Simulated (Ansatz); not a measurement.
## Electronic structure of InNO$_{2}$ (SMILES O=[N+]1[O+]=[In-2]1) in real space

```xyz
4

In   -3.1542    1.7169   -0.2435
N    -1.6947   -0.1755    0.1388
O    -2.6310   -0.4520   -0.7270
O    -0.9005   -1.0271    0.4210
```

Geometry: r2SCAN-D4/def2-SVP; core potentials replace the inner electrons of In.

Theory: Ansatz 0.2.0, isolated molecule in a Gaussian basis; Kohn-Sham density functional theory, functional PBE0.

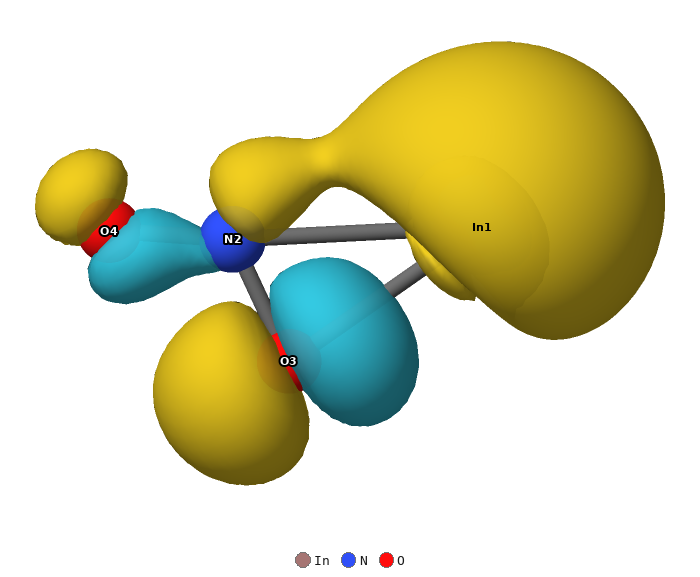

Figure 1. The HOMO−1 at ±0.1 Å⁻³ᐟ² (yellow and cyan are the two phases), seen across its widest extent.

Q: Where does this orbital lie, and at what energy?

A: By Hirshfeld shares it lies mainly on O3 (about 45 %), In1 (about 45 %) and N2 (about 5 %); it is symmetric in the molecular plane (an in-plane orbital: σ, lone-pair or in-plane π type). Its energy is −7.91 eV.

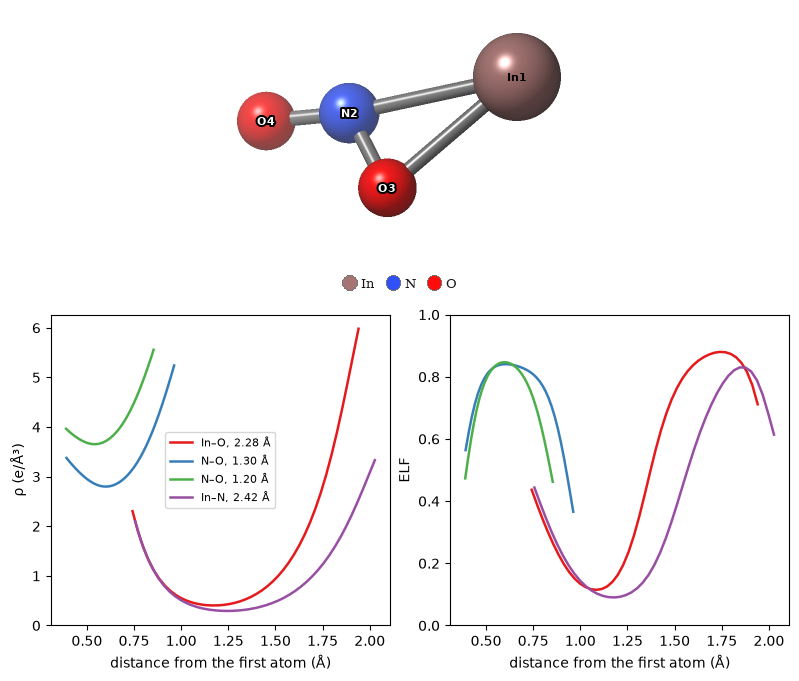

Figure 2. Electron density and electron localisation function along straight lines between neighbouring atoms. The curves leave out the atomic cores. The structure is drawn too.

Q: What can be read from the curves?

A: In–O (2.28 Å): ρ at the midpoint is about 0.41 e/Å³; the ELF is about 0.15 at the midpoint.
N–O (1.30 Å): the density is about 2.8 e/Å³ at the midpoint; the ELF peaks at about 0.85 between the atoms: localised, covalent bonding.
N–O (1.20 Å): the density is about 3.7 e/Å³ at the midpoint; the ELF peaks at about 0.85 between the atoms, as expected for localised, covalent bonding.
In–N (2.42 Å): ρ is about 0.3 e/Å³ halfway; the ELF is about 0.10 at the midpoint.
